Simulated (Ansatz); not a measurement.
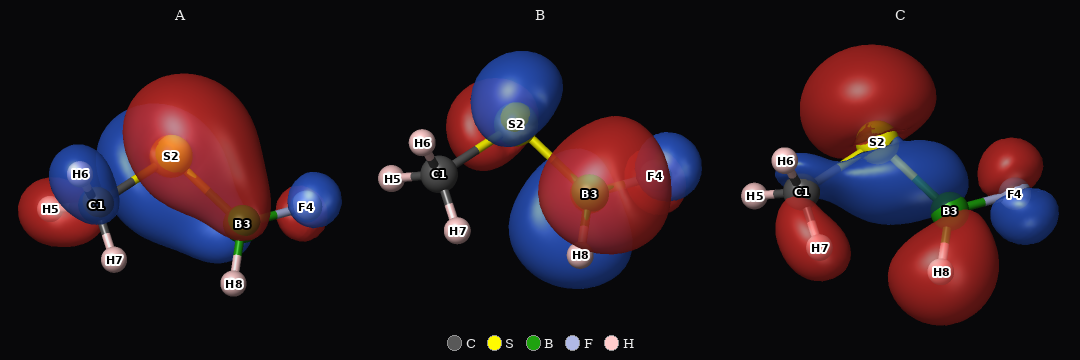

Figure 1: CH4BFS (SMILES CSBF). Three frontier orbitals at ±0.1 Å⁻³ᐟ² (blue and red are the two phases), in no order.

Theory: RKS r2SCAN-D4/6-31G* in Ansatz.

```yaml
atoms:
  - { symbol: C, position_ang: [-0.4719, 1.0415, -0.5134] }
  - { symbol: S, position_ang: [1.0124, 0.4752, 0.3962] }
  - { symbol: B, position_ang: [0.6549, -1.2693, 0.6343] }
  - { symbol: F, position_ang: [1.5495, -2.0130, 1.2781] }
  - { symbol: H, position_ang: [-0.1675, 1.4244, -1.4911] }
  - { symbol: H, position_ang: [-0.9530, 1.8413, 0.0557] }
  - { symbol: H, position_ang: [-1.1747, 0.2147, -0.6471] }
  - { symbol: H, position_ang: [-0.3575, -1.7720, 0.2314] }
```

### Order the three orbitals by energy and name them.

C is the HOMO−1 (−7.57 eV). By Hirshfeld shares it lies mainly on S2 (about 50 %), B3 (about 15 %), H8 (about 15 %) and F4 (about 10 %). A is the HOMO (−6.62 eV). By Hirshfeld shares it lies mainly on S2 (about 70 %), B3 (about 10 %) and C1 (about 5 %); largely a lone pair of S2. B is the LUMO (−0.75 eV). Its weight (Hirshfeld) is mainly on B3 (about 55 %), S2 (about 20 %), F4 (about 15 %) and H8 (about 5 %).

### What is the HOMO–LUMO gap?

5.87 eV between the orbital energies.
